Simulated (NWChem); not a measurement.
# One shape, several levels: BCl2 (SMILES Cl[B]Cl)

Wanted: a comparison of 5 runs (UCAM-B3LYP/def2-TZVP, U-wB97X/def2-TZVP, UB2PLYP/def2-TZVP, UBHLYP/def2-TZVP, UM06-2X/def2-TZVP) of BCl2. 

The calculation is run with NWChem 7.3.0.

## 1. The molecule

BCl2 has 3 atoms, charge 0, and is taken as a doublet. As SMILES, `Cl[B]Cl`. Geometry: relaxed at PBE0-D4/def2-TZVP.

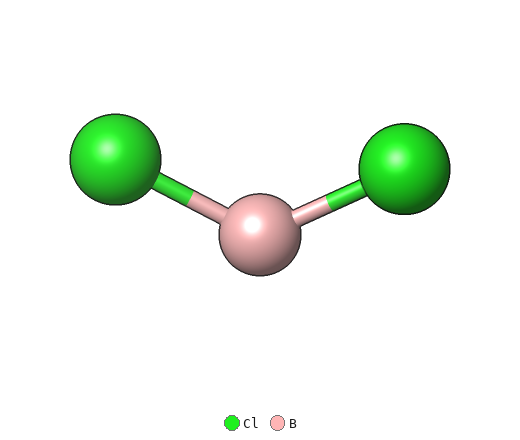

Viewed from a chosen angle; chlorine green, boron pink.

## 2. Energy and gradient at UCAM-B3LYP/def2-TZVP (run 1)

Contents of struct.nw:

```
start struct
memory stack 880 mb heap 220 mb global 1100 mb
geometry noautosym nocenter noautoz
 Cl    0.371500   -1.525600    0.030000
 B    -0.463900   -0.050300   -0.256900
 Cl    0.081500    1.511100    0.213700
end
basis "ao basis" spherical bse
 Cl library def2-TZVP
 B library def2-TZVP
end
dft
 xc xcamb88 1.00 lyp 0.81 vwn_5 0.19 hfexch 1.00
 cam 0.33 cam_alpha 0.19 cam_beta 0.46
 mult 2
 grid fine
 convergence energy 1e-08
 direct
 maxiter 100
 mulliken
 print low
end
task dft gradient
```

Started as:

```
nwchem struct.nw > struct.out
```

Log:

```text
[...]
 d= 0,ls=0.0,diis     1   -945.2233145361 -1.05D+03  5.85D-03  3.09D-01     6.2
[...]
 d= 0,ls=0.0,diis    11   -945.2950433908 -3.28D-09  3.05D-07  2.38D-10    66.8
[...]
         Total DFT energy =     -945.295043390806
      One electron energy =    -1507.192827913341
           Coulomb energy =      520.116312365445
    Exchange-Corr. energy =      -60.577613718812
 Nuclear repulsion energy =      102.359085875901
[...]
      Total Density - Mulliken Population Analysis
     ---------------------------------------------
    Atom       Charge   Shell Charges
 -----------   ------   -------------------------------------------------------
    1 Cl  17    17.06   2.01  0.43  1.52  1.14  0.77  4.19  1.66  1.16  2.77  1.34  0.01  0.03  0.00
    2 B    5     4.89   0.91  1.06  0.55  0.48  0.11  0.85  0.63  0.13  0.05  0.10  0.02
    3 Cl  17    17.06   2.01  0.43  1.52  1.14  0.77  4.19  1.66  1.16  2.77  1.35  0.01  0.03  0.00
[...]
      <S2> =      0.7527 (Exact =     0.7500)
[...]
                         DFT ENERGY GRADIENTS
    atom               coordinates                        gradient
                 x          y          z           x          y          z
   1 Cl      0.702033  -2.882966   0.056692    0.000251   0.000203   0.000159
   2 B      -0.876644  -0.095053  -0.485471   -0.000544  -0.000053  -0.000300
   3 Cl      0.154013   2.855565   0.403834    0.000293  -0.000150   0.000142
 Task  times  cpu:      112.3s     wall:      112.3s
 Total times  cpu:      112.3s     wall:      112.3s
```

It took 1.9 min on 1 thread of Intel Xeon Platinum 8488C (Sapphire Rapids), shared host; peak memory 0.12 GiB.

## 3. Energy and gradient at U-wB97X/def2-TZVP (run 2)

Contents of m1.nw:

```
start m1
memory total 2200 mb

geometry noautosym nocenter noautoz
Cl     0.371500    -1.525600     0.030000
B     -0.463900    -0.050300    -0.256900
Cl     0.081500     1.511100     0.213700
end

basis spherical bse
* library def2-TZVP
end

dft
xc wb97x
mult 2
grid fine
convergence energy 1e-08
iterations 100
mulliken
print medium
end

task dft gradient
```

Started as:

```
nwchem m1.nw > m1.out
```

Log:

```text
[...]
          Wavefunction type:  spin polarized.
          No. of atoms     :     3
          No. of electrons :    39
[...]
          Charge           :     0
          Spin multiplicity:     2
[...]
          AO basis - number of functions:   105
[...]
              XC Information
              --------------
                       wb97x  Method XC Functional
                     Hartree-Fock (Exact) Exchange  1.000
                         wb97x Exchange Functional  1.000
                      wb97x Correlation Functional  1.000
[...]
 d= 0,ls=0.0,diis     1   -945.2081999947 -1.05D+03  5.38D-03  2.66D-01     6.4
[...]
 d= 0,ls=0.0,diis    11   -945.2731836409 -2.99D-09  5.32D-07  3.08D-10    68.9
[...]
         Total DFT energy =     -945.273183640876
      One electron energy =    -1507.202859130665
           Coulomb energy =      520.136804826399
    Exchange-Corr. energy =      -60.566215212512
 Nuclear repulsion energy =      102.359085875901
[...]
      Total Density - Mulliken Population Analysis
     ---------------------------------------------
    Atom       Charge   Shell Charges
 -----------   ------   -------------------------------------------------------
    1 Cl  17    17.07   2.01  0.43  1.52  1.12  0.80  4.19  1.67  1.14  2.82  1.31  0.01  0.03  0.00
    2 B    5     4.87   0.92  1.06  0.54  0.48  0.10  0.82  0.67  0.12  0.05  0.11  0.02
    3 Cl  17    17.07   2.01  0.43  1.52  1.12  0.80  4.19  1.67  1.14  2.82  1.31  0.01  0.03  0.00
[...]
      <S2> =      0.7532 (Exact =     0.7500)
[...]
  wavefunction    = open shell
[...]
                         DFT ENERGY GRADIENTS
    atom               coordinates                        gradient
                 x          y          z           x          y          z
   1 Cl      0.702033  -2.882966   0.056692   -0.000834   0.001567  -0.000276
   2 B      -0.876644  -0.095053  -0.485471    0.001354   0.000065   0.000740
   3 Cl      0.154013   2.855565   0.403834   -0.000520  -0.001631  -0.000465
[...]
```

Wall time 1.9 min (1 thread of Intel Xeon Platinum 8488C (Sapphire Rapids), shared host); peak memory 0.12 GiB.

Runs 3 to 4 aren't shown in full; the table further down has their settings and results.

## 4. Energy and forces at UM06-2X/def2-TZVP (run 5)

Contents of run.py:

```python
from ase import Atoms
from ase.calculators.nwchem import NWChem

atoms = Atoms('ClBCl', positions=[
    [0.371500, -1.525600, 0.030000],
    [-0.463900, -0.050300, -0.256900],
    [0.081500, 1.511100, 0.213700],
])

calc = NWChem(
    label='bcl2',
    theory='dft',
    memory='2200 mb',
    basis='def2-TZVP',
    basispar='spherical bse',
    dft={'xc': 'm06-2x', 'mult': '2', 'grid': 'fine', 'convergence': 'energy 1e-08', 'iterations': '100', 'mulliken': None},
)
atoms.calc = calc

forces = atoms.get_forces()
e = atoms.get_potential_energy()
print(f"E = {e:.6f} eV")
print("forces (eV/A):")
for s, f in zip(atoms.symbols, forces):
    print(f"{s:2s} {f[0]:10.5f} {f[1]:10.5f} {f[2]:10.5f}")
```

Started as:

```
export ASE_NWCHEM_COMMAND="nwchem PREFIX.nwi > PREFIX.nwo"
python run.py
```

Log:

```text
E = -25721.512184 eV
forces (eV/A):
Cl    0.05847   -0.02268    0.02910
B    -0.11159   -0.00596   -0.06109
Cl    0.05312    0.02864    0.03198
```

The calculator wrote bcl2.nwi:

```
title "bcl2"

permanent_dir bcl2

scratch_dir bcl2

start bcl2

geometry units angstrom nocenter noautosym noautoz
  Cl 3.7150000000000000e-01 -1.5256000000000001e+00 2.9999999999999999e-02
  B  -4.6389999999999998e-01 -5.0299999999999997e-02 -2.5690000000000002e-01
  Cl 8.1500000000000003e-02 1.5111000000000001e+00 2.1370000000000000e-01
end

memory 2200 mb

basis spherical bse noprint
   * library def2-TZVP
end

dft
  xc m06-2x
  mult 2
  grid fine
  convergence energy 1e-08
  iterations 100
  mulliken
end

task dft gradient
```

bcl2.nwo, shortened:

```text
[...]
      One electron energy =    -1507.289130025272
[... 2 lines left out ...]
 Nuclear repulsion energy =      102.359085875901
[... 1624 lines left out ...]
          Convergence on energy requested:  1.00D-08
[... 21 lines left out ...]
          Spatial weights used:  Erf1
[...]
  wavefunction    = open shell
                         DFT ENERGY GRADIENTS
    atom               coordinates                        gradient
                 x          y          z           x          y          z
   1 Cl      0.702033  -2.882966   0.056692   -0.001137   0.000441  -0.000566
   2 B      -0.876644  -0.095053  -0.485471    0.002170   0.000116   0.001188
   3 Cl      0.154013   2.855565   0.403834   -0.001033  -0.000557  -0.000622
[...]
```

Run time: 35 s. Hardware: 1 thread of Intel Xeon Platinum 8488C (Sapphire Rapids), shared host; peak memory 0.13 GiB.

## 5. All runs side by side

| run | level | task | frozen core orbitals | energy (Eh) | ⟨S²⟩ | largest force (eV/Å) | wall time |
| --- | --- | --- | --- | --- | --- | --- | --- |
| 1 | UCAM-B3LYP/def2-TZVP | gradient | – | -945.295043 | 0.753 | 0.032 | 1.9 min |
| 2 | U-wB97X/def2-TZVP | gradient | – | -945.273184 | 0.753 | 0.092 | 1.9 min |
| 3 | UB2PLYP/def2-TZVP | energy | 11 | -945.000700 | 0.754 | – | 29 s |
| 4 | UBHLYP/def2-TZVP | gradient | – | -945.274974 | 0.753 | 0.042 | 29 s |
| 5 | UM06-2X/def2-TZVP | gradient | – | -945.248146 | 0.755 | 0.127 | 35 s |

## 6. Summary of results

| quantity | value |
| --- | --- |
| run 5: total energy | -945.24815 Eh |
| run 5: dipole moment | 0.17 D |
| run 5: HOMO energy (highest over α and β) | -7.46 eV |
| run 5: LUMO energy (lowest over α and β) | -1.83 eV |
| run 5: ⟨S²⟩ | 0.755 |
| run 5: largest force on an atom | 0.127 eV/Å |

Over runs 2, 3, 4, 5 the dipole moment (its size) runs from 0.16 D (UB2PLYP/def2-TZVP) to 0.27 D (U-wB97X/def2-TZVP). A double hybrid's value is that of its SCF part. Totals of different functionals can't be ranked against each other. All runs together took 5.4 min, the longest 1.9 min.
